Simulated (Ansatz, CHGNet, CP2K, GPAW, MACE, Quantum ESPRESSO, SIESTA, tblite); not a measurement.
**CP2K on random packing of Na51Sb49 (at. %) (68 atoms): settings against a plane-wave reference**

Wanted: CP2K inputs and outputs for random packing of Na51Sb49 (at. %) (68 atoms), checked against a plane-wave reference.

Calculated with CP2K 2026.2; the method is named at each step.

### Step 1. Set-up

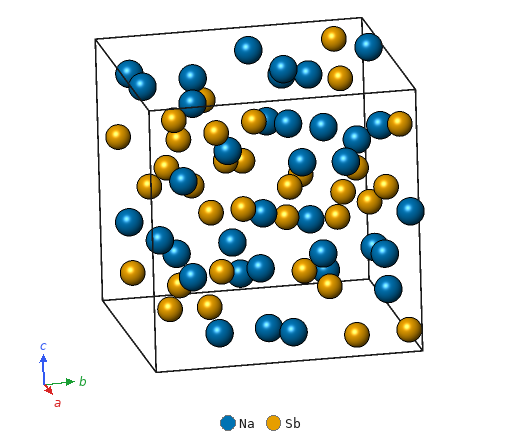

Start, viewed slightly off an axis; sodium blue, antimony orange. Some periodic images of atoms are drawn too.

The cell holds 68 atoms: 35 Na and 33 Sb. Cell: a = 12.652 Å, b = 12.652 Å, c = 12.652 Å, α = 90.0°, β = 90.0°, γ = 90.0°. 68 atoms (35 Na, 33 Sb) packed at random in a cube at 3.95 g/cm³ and pushed apart as soft spheres; a start for melting by ab initio MD, not an equilibrated structure. Then every atom was moved at random, 0.03 Å r.m.s. a Cartesian component.

The yardstick, on the same geometry:

| Property | Result |
| --- | --- |
| method | Kohn-Sham DFT, PBE, PAW, plane waves (Ansatz 0.2.0); cutoff 420 eV, Γ point, fermi-dirac smearing of 0.05 eV; PAW set soft_2 |
| r.m.s. force component | 0.723 eV/Å |
| longest force | 3.322 eV/Å |
| pressure | 4.538 GPa |
| SCF cycles | 11 |
| time | 46 s on 4 threads of Arm Neoverse V1, shared host |
| CPU time | 3 min |

### Step 2. PBE, DZVP-MOLOPT-SR, 1200/60 Ry, diagonalisation

Method: Kohn-Sham DFT, PBE, GTH-PBE pseudopotentials, Gaussian and plane waves, DZVP-MOLOPT-SR-GTH, diagonalisation.

File input.inp:

```
&GLOBAL
  PROJECT cell
  RUN_TYPE ENERGY_FORCE
  PRINT_LEVEL LOW
&END GLOBAL
&FORCE_EVAL
  METHOD QS
  STRESS_TENSOR ANALYTICAL
  &DFT
    BASIS_SET_FILE_NAME BASIS_MOLOPT
    POTENTIAL_FILE_NAME GTH_POTENTIALS
    &MGRID
      CUTOFF 1200
      REL_CUTOFF 60
      NGRIDS 5
    &END MGRID
    &QS
      EPS_DEFAULT 1.0E-12
    &END QS
    &SCF
      SCF_GUESS ATOMIC
      EPS_SCF 5.0E-06
      MAX_SCF 200
      ADDED_MOS 41
      &DIAGONALIZATION
        ALGORITHM STANDARD
      &END DIAGONALIZATION
      &SMEAR ON
        METHOD FERMI_DIRAC
        ELECTRONIC_TEMPERATURE [K] 580
      &END SMEAR
      &MIXING
        METHOD BROYDEN_MIXING
        ALPHA 0.15
        NBROYDEN 12
      &END MIXING
      &PRINT
        &RESTART OFF
        &END RESTART
      &END PRINT
    &END SCF
    &XC
      &XC_FUNCTIONAL PBE
      &END XC_FUNCTIONAL
    &END XC
    &PRINT
      &MULLIKEN ON
      &END MULLIKEN
      &HIRSHFELD ON
        SHAPE_FUNCTION DENSITY
      &END HIRSHFELD
      &MO ON
        EIGENVALUES T
        OCCUPATION_NUMBERS T
        MO_INDEX_RANGE 229 252
        &EACH
          QS_SCF 0
        &END EACH
        ADD_LAST NUMERIC
      &END MO
    &END PRINT
  &END DFT
  &SUBSYS
    &CELL
      A 12.65230 0.00000 0.00000
      B 0.00000 12.65230 0.00000
      C 0.00000 0.00000 12.65230
    &END CELL
    &COORD
      Na 7.55469 0.71359 12.36535
      Na 11.62202 1.73779 8.82194
      Na 11.46260 8.30054 4.74221
      Na 1.87393 1.20602 11.38505
      Na 9.13724 6.08386 0.67905
      Na 7.31290 6.30742 5.70948
      Na 8.29700 11.77954 9.79389
      Na 12.63408 12.26058 6.77948
      Na 6.39232 7.63288 12.32435
      Na 1.21437 9.71254 3.46496
      Na 4.10732 9.82160 1.79789
      Na 10.94690 9.59184 8.93872
      Na 8.87508 11.83420 2.02007
      Na 6.53365 3.25607 11.05356
      Na 3.48330 3.88818 11.38985
      Na 11.64935 2.06410 4.16084
      Na 4.81913 7.06846 9.41989
      Na 1.93504 10.31820 8.07723
      Na 6.00605 2.40710 3.71370
      Na 10.09869 4.17197 9.67496
      Na 2.65471 6.72040 12.29348
      Na 3.94613 9.27603 11.26232
      Na 0.97005 8.59104 10.50052
      Na 10.91590 11.32330 4.33607
      Na 8.25575 8.04307 8.29928
      Na 5.99896 11.79953 3.26986
      Na 3.76419 0.63717 4.77245
      Na 8.93252 1.06823 5.28094
      Na 10.90363 3.39271 1.13694
      Na 12.05207 6.67750 1.23132
      Na 10.88110 6.91587 10.98080
      Na 4.23877 12.11508 12.43316
      Na 11.86406 5.23552 4.38681
      Na 5.22426 5.55879 2.28323
      Na 2.21023 5.80247 2.93862
      Sb 0.91033 6.63461 6.46444
      Sb 5.59687 1.28408 6.94877
      Sb 3.56428 8.13467 4.34455
      Sb 8.95758 9.50618 5.72656
      Sb 4.76410 10.61541 5.69619
      Sb 11.69908 12.04790 10.77154
      Sb 12.37155 9.61423 0.94728
      Sb 8.52335 2.72417 7.68146
      Sb 0.99080 12.58803 4.01748
      Sb 4.44551 2.94546 8.76842
      Sb 10.20180 4.81547 6.83629
      Sb 10.17789 1.64758 11.38821
      Sb 7.72474 5.91077 10.29695
      Sb 9.44545 8.96061 2.54615
      Sb 8.19198 9.96584 12.18214
      Sb 2.10382 1.05533 1.82750
      Sb 1.50752 11.01066 12.17101
      Sb 11.60874 12.24186 0.77331
      Sb 12.38711 3.20394 11.24929
      Sb 9.69925 11.70439 7.20789
      Sb 9.28363 3.89185 3.62084
[... 8 atom lines left out ...]
      Sb 0.78710 3.04756 6.39624
      Sb 6.60754 8.32686 2.56994
      Sb 5.21047 2.18062 0.83012
      Sb 2.87637 0.39943 8.67252
    &END COORD
    &KIND Na
      BASIS_SET DZVP-MOLOPT-SR-GTH-q9
      POTENTIAL GTH-PBE-q9
    &END KIND
    &KIND Sb
      BASIS_SET DZVP-MOLOPT-SR-GTH-q5
      POTENTIAL GTH-PBE-q5
    &END KIND
  &END SUBSYS
  &PRINT
    &FORCES ON
    &END FORCES
    &STRESS_TENSOR ON
    &END STRESS_TENSOR
  &END PRINT
&END FORCE_EVAL
```

Started as:

```
> OMP_NUM_THREADS=2 cp2k.psmp -i input.inp > output.txt
```

Numbers of over 12 decimals in the logs are rounded to 6 here.

The log of the run:

```text
CP2K| version string:                                       CP2K version 2026.2
 CP2K| Input file name                                                 input.inp
 GLOBAL| Basis set file name                                        BASIS_MOLOPT
 GLOBAL| Potential file name                                      GTH_POTENTIALS
 GLOBAL| Run type                                                   ENERGY_FORCE
 GLOBAL| Total number of message passing processes                             1
 GLOBAL| Number of threads for this process                                    2
 TOTAL NUMBERS AND MAXIMUM NUMBERS
  Total number of            - Atomic kinds:                                   2
                             - Atoms:                                         68
                             - Shell sets:                                    68
                             - Shells:                                       340
                             - Primitive Cartesian functions:                410
                             - Cartesian basis functions:                    777
                             - Spherical basis functions:                    744
  Maximum angular momentum of- Orbital basis functions:                        2
                             - Local part of the GTH pseudopotential:          2
                             - Non-local part of the GTH pseudopotential:      4
 SCF PARAMETERS         Density guess:                                    ATOMIC
                        max_scf:                                             200
                        eps_scf:                                        5.00E-06
                        added MOs                                        41    0
                        Mixing method:                            BROYDEN_MIXING
                                                charge density mixing in g-space
                        Smear method:                                FERMI_DIRAC
                        Electronic temperature [K]:                        580.0
                        Electronic temperature [a.u.]:                  1.84E-03
                        Accuracy threshold:                             1.00E-10
 Extrapolation method: initial_guess
 Number of electrons:                                                        480
 Number of occupied orbitals:                                                240
 Number of molecular orbitals:                                               281
 Number of orbital functions:                                                744
 Number of independent orbital functions:                                    744
 SCF WAVEFUNCTION OPTIMIZATION
  Step     Update method      Time    Convergence         Total energy    Change
     1 NoMix/Diag. 0.15E+00   13.7     0.84098420     -1860.0854059628 -1.86E+03
     2 Broy./Diag. 0.15E+00   16.6     0.15841621     -1842.9391285245  1.71E+01
     3 Broy./Diag. 0.15E+00   16.7     0.29855053     -1849.1043374914 -6.17E+00
     4 Broy./Diag. 0.15E+00   16.8     0.22987616     -1853.0279498704 -3.92E+00
[...]
18 Broy./Diag. 0.15E+00   19.0     0.00000599     -1855.9237858500 -7.42E-05
    19 Broy./Diag. 0.15E+00   19.4     0.00000170     -1855.9237803112  5.54E-06
  *** SCF run converged in    19 steps ***
  Electronic density on regular grids:       -479.9999999997        0.0000000003
  Core density on regular grids:              479.9999999994       -0.0000000006
  Total charge density on r-space grids:       -0.0000000003
  Total charge density g-space grids:          -0.0000000003
  Overlap energy of the core charge distribution:               1.04555e-07
  Self energy of the core charge distribution:              -4837.447552
  Core Hamiltonian energy:                                   1286.751037
  Hartree energy:                                            1993.315610
  Exchange-correlation energy:                               -298.532276
  Electronic entropic energy:                                  -0.010600
  Fermi energy:                                                 0.130341
  Total energy:                                             -1855.923780
  Total energy (extrapolated to T->0):                      -1855.918481
 MO| EIGENVALUES AND OCCUPATION NUMBERS
 MO|
 MO|  Index      Eigenvalue [a.u.]        Eigenvalue [eV]             Occupation
 MO|    229               0.107336               2.920775               1.999993
 MO|    230               0.109039               2.967090               1.999982
 MO|    231               0.111778               3.041645               1.999918
[...]
MO|    251               0.152682               4.154702               0.000010
 MO|    252               0.154904               4.215150               0.000003
 MO| Sum:                                                             480.000000
 MO| E(Fermi):            0.130341 a.u.          3.546770 eV
 !-----------------------------------------------------------------------------!
                     Mulliken Population Analysis
 #  Atom  Element  Kind  Atomic population                           Net charge
       1     Na       1          8.978160                              0.021840
       2     Na       1          8.917675                              0.082325
       3     Na       1          8.867467                              0.132533
[...]
67     Sb       2          5.245275                             -0.245275
      68     Sb       2          5.025358                             -0.025358
 # Total charge                            480.000000                  0.000000
 !-----------------------------------------------------------------------------!
 !-----------------------------------------------------------------------------!
                           Hirshfeld Charges
  #Atom  Element  Kind  Ref Charge     Population                    Net charge
      1       Na     1       9.000          8.879                         0.121
      2       Na     1       9.000          8.872                         0.128
      3       Na     1       9.000          8.893                         0.107
[...]
67       Sb     2       5.000          5.212                        -0.212
     68       Sb     2       5.000          5.155                        -0.155
  Total Charge                                                           -0.000
 !-----------------------------------------------------------------------------!
 ENERGY| Total FORCE_EVAL ( QS ) energy [hartree]          -1855.923713
 FORCES| Atomic forces [hartree/bohr]
 FORCES|   Atom     x               y               z               |f|
 FORCES|      1 -5.84513212E-03 -1.26829012E-02  8.03482876E-03   1.61114874E-02
 FORCES|      2  6.13683408E-03 -5.34203367E-03 -2.46827569E-02   2.59891620E-02
 FORCES|      3  8.30767363E-03 -1.24090969E-02  1.22003167E-03   1.49830439E-02
[...]
FORCES|     67 -1.36927479E-02 -1.28697847E-02  1.31937854E-02   2.29608074E-02
 FORCES|     68 -3.72596035E-03  5.32579881E-04 -9.48158804E-03   1.02013202E-02
 FORCES| Sum    -2.01221686E-02  2.79644329E-02 -4.80452526E-03
 FORCES| Total atomic force                                       3.47849772E-02
 STRESS| Analytical stress tensor [bar]
 STRESS|                        x                   y                   z
 STRESS|      x        4.57013808821E+04   8.29725676483E+03   1.52459453708E+03
 STRESS|      y        8.29725676483E+03   5.17006922352E+04  -1.42310806567E+03
 STRESS|      z        1.52459453708E+03  -1.42310806567E+03   4.84800424466E+04
 STRESS| 1/3 Trace                                             4.86273718546E+04
```

It took 6.5 min on 2 threads of Arm Neoverse V1, shared host; peak memory 15 GiB; 11 min of CPU time.

Banners, paths, timers and routine set-up lines are dropped from the logs unmarked, and long logs keep their key lines alone; longer cuts are marked.

Against the reference:

- r.m.s. force component: 0.7841 eV/Å
- r.m.s. difference of force components: 137.8 meV/Å
- longest difference of force vectors: 390.6 meV/Å
- force difference over r.m.s. force: 19.06 %
- slope of forces against the reference's: 1.07
- correlation of force components: 0.9865
- pressure: 4.863 GPa
- pressure difference: 0.3243 GPa

Length of the force difference by element (eV/Å):

```tsv
element	atoms	mean	most
Na	35	0.28	0.39
Sb	33	0.15	0.30
```

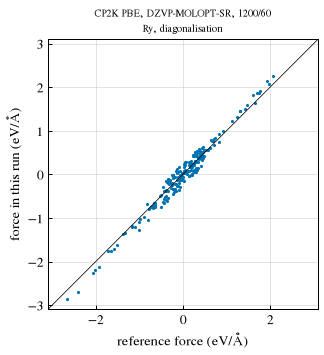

Force components against those of the reference; the line marks equality.

The surroundings of Sb48, whose charge lies farthest from its element's mean, nearest first, numbered as they follow in the input and with coordinates relative to it.

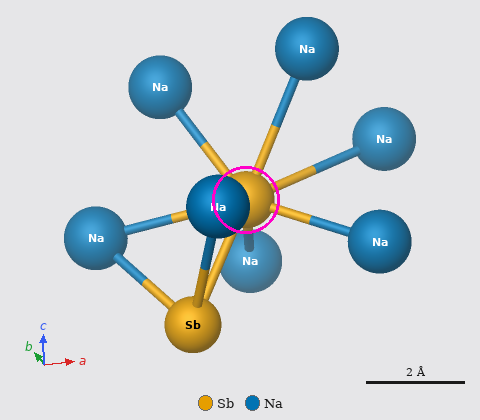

The atoms of the table, within 3.4 Å (arrows a, b, c point along x, y, z); some may hide others; the central atom is ringed.

```tsv
atom	x	y	z	distance (Å)	Hirshfeld charge (e)	Fx	Fy	Fz (eV/Å)
Sb48	0.00	0.00	0.00	0.00	-0.28	0.09	0.37	0.80
Sb61	-1.44	-1.11	-2.20	2.86	-0.03	1.64	0.52	-1.20
Na25	0.53	2.13	-2.00	2.97	0.12	0.15	0.06	0.32
Na9	-1.33	1.72	2.03	2.98	0.07	-0.14	-0.13	-0.04
Na14	-1.19	-2.65	0.76	3.01	0.12	0.37	0.08	-0.21
Na20	2.37	-1.74	-0.62	3.01	0.10	-0.30	0.38	0.42
Na17	-2.91	1.16	-0.88	3.25	0.11	-0.18	0.00	-0.07
Na5	1.41	0.17	3.03	3.35	0.12	-0.67	0.43	0.30
Na31	3.16	1.01	0.68	3.38	0.13	-0.41	0.28	-0.05
```

Forces lie 19 % from the reference's, at 3.7 times its CPU time (on 2 against 4 cores).

The forces add up to 1.8 eV/Å instead of zero, usually a sign of too coarse a grid.

### Step 3. PBE, SZV-MOLOPT-SR, 1200/60 Ry, diagonalisation

Method: Kohn-Sham DFT, PBE, GTH-PBE pseudopotentials, Gaussian and plane waves, SZV-MOLOPT-SR-GTH, diagonalisation.

input.inp, as its differences from that of step 2:

```diff
@@ -23,3 +23,3 @@
       MAX_SCF 200
-      ADDED_MOS 41
+      ADDED_MOS 34
       &DIAGONALIZATION
@@ -69,6 +69,31 @@
     &COORD
-[... 68 atom lines left out: the same atoms as in the first run ...]
+      SCALED
+      Na 0.59710 0.05640 0.97732
+      Na 0.91857 0.13735 0.69726
+      Na 0.90597 0.65605 0.37481
+      Na 0.14811 0.09532 0.89984
+      Na 0.72218 0.48085 0.05367
+      Na 0.57799 0.49852 0.45126
+      Na 0.65577 0.93102 0.77408
+      Na 0.99856 0.96904 0.53583
+      Na 0.50523 0.60328 0.97408
+      Na 0.09598 0.76765 0.27386
+      Na 0.32463 0.77627 0.14210
+      Na 0.86521 0.75811 0.70649
+      Na 0.70146 0.93534 0.15966
+      Na 0.51640 0.25735 0.87364
+      Na 0.27531 0.30731 0.90022
+      Na 0.92073 0.16314 0.32886
+      Na 0.38089 0.55867 0.74452
+      Na 0.15294 0.81552 0.63840
+      Na 0.47470 0.19025 0.29352
+      Na 0.79817 0.32974 0.76468
+[... 44 atom lines left out ...]
+      Sb 0.06221 0.24087 0.50554
+      Sb 0.52224 0.65813 0.20312
+      Sb 0.41182 0.17235 0.06561
+      Sb 0.22734 0.03157 0.68545
     &END COORD
     &KIND Na
-      BASIS_SET DZVP-MOLOPT-SR-GTH-q9
+      BASIS_SET SZV-MOLOPT-SR-GTH-q9
       POTENTIAL GTH-PBE-q9
@@ -76,3 +101,3 @@
     &KIND Sb
-      BASIS_SET DZVP-MOLOPT-SR-GTH-q5
+      BASIS_SET SZV-MOLOPT-SR-GTH-q5
       POTENTIAL GTH-PBE-q5
```

The log of the run:

```text
CP2K| version string:                                       CP2K version 2026.2
 CP2K| Input file name                                                 input.inp
 GLOBAL| Basis set file name                                        BASIS_MOLOPT
 GLOBAL| Potential file name                                      GTH_POTENTIALS
 GLOBAL| Run type                                                   ENERGY_FORCE
 GLOBAL| Total number of message passing processes                             1
 GLOBAL| Number of threads for this process                                    2
[... lines left out ...]
                        Smear method:                                FERMI_DIRAC
[... lines left out ...]
 Number of electrons:                                                        480
[... lines left out ...]
  Step     Update method      Time    Convergence         Total energy    Change
[... lines left out ...]
  *** SCF run converged in    21 steps ***
[... lines left out ...]
  Fermi energy:                                                 0.178244
  Total energy:                                             -1853.388983
  Total energy (extrapolated to T->0):                      -1853.385072
[... lines left out ...]
 MO| E(Fermi):            0.178244 a.u.          4.850253 eV
[... lines left out ...]
     68       Sb     2       5.000          5.228                        -0.228
  Total Charge                                                           -0.000
 !-----------------------------------------------------------------------------!
 ENERGY| Total FORCE_EVAL ( QS ) energy [hartree]          -1853.388982
 FORCES| Atomic forces [hartree/bohr]
 FORCES|   Atom     x               y               z               |f|
 FORCES|      1 -7.40344989E-03 -1.60599240E-02  8.12835534E-03   1.94628464E-02
 FORCES|      2  5.41375269E-03 -7.09031744E-03 -2.64738191E-02   2.79364353E-02
 FORCES|      3  8.72665726E-03 -1.31707091E-02  7.69670231E-04   1.58181705E-02
[...]
FORCES|     67 -1.44512519E-02 -1.09967115E-02  1.16815042E-02   2.15922182E-02
 FORCES|     68 -3.45593035E-03  3.00643123E-03 -1.01404398E-02   1.11270213E-02
 FORCES| Sum    -1.95624434E-02  2.77112621E-02 -4.66110590E-03
 FORCES| Total atomic force                                       3.42392925E-02
 STRESS| Analytical stress tensor [bar]
 STRESS|                        x                   y                   z
 STRESS|      x        6.24685382741E+04   8.20749780908E+03   3.97065117868E+03
 STRESS|      y        8.20749780908E+03   7.61609556360E+04   2.58575535583E+02
 STRESS|      z        3.97065117868E+03   2.58575535583E+02   6.74730971462E+04
 STRESS| 1/3 Trace                                             6.87008636854E+04
```

Wall time 6.2 min (2 threads); peak memory 15 GiB; 10 min of CPU time.

Against the reference:

* r.m.s. force component: 0.9056 eV/Å
* r.m.s. difference of force components: 274.8 meV/Å
* longest difference of force vectors: 1342 meV/Å
* force difference over r.m.s. force: 38.01 %
* slope of forces against the reference's: 1.212
* correlation of force components: 0.9678
* pressure: 6.87 GPa
* pressure difference: 2.332 GPa

This is a coarse setting, run to see what it loses.

Against the first run (19 %), the force difference from the reference is 38 %, at 0.95 times the CPU time, with 307 basis functions against 744: the smaller basis costs accuracy.

The forces add up to 1.8 eV/Å instead of zero, usually a sign of too coarse a grid.

(Part 1 of 3 ends here.)

[Also dropped from logs without a mark: logging warnings of Python, and SIESTA's first energy breakdown and zero terms.]

[Logs are printed without paths, hosts, clocks, repeated set-up lines and the standing remarks that a program may print on its own settings, such as how far it seeks lower states.]

[Hosts, paths, dates, database ids (printed as entryN), source tags and the programs' standing remarks are cut or masked in the printed files.]
